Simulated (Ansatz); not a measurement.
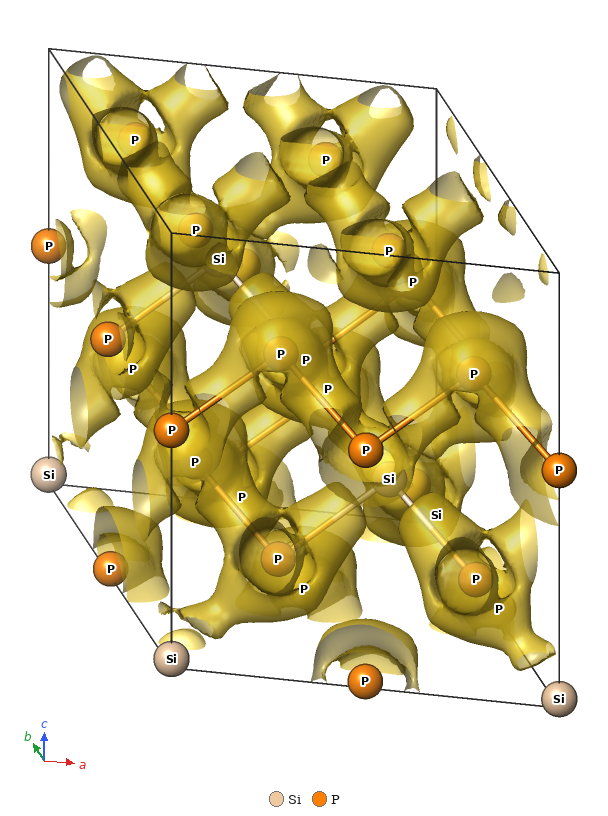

Figure 1: SiP7. Isosurface of the ELF at 0.7 (yellow), seen at an oblique angle. Core shells and regions of very low density are left out. Sticks mark near contacts.

Space group R3m; a generated structure, not necessarily the stable one; changed on purpose from its base cell (volume × 0.88, shape and atoms relaxed); computed pressure about 6 GPa in this cell; computed without spin polarisation.

All numbers below come from DFT PBE, scalar-relativistic, plane waves, PAW (Ansatz).

In a PAW calculation such maps are meaningful between the atoms, not at the nuclei.

**What do the ELF domains correspond to?**

The surface consists of sheets that run through the cell in two directions, counted in one cell of 24 atoms. Regions shared between cells count once.

Values along the shortest contacts:
P–P (2.29 Å): the ELF peaks at about 0.90 between the atoms. Si–P (2.36 Å): the ELF peaks at about 0.90 between the atoms.
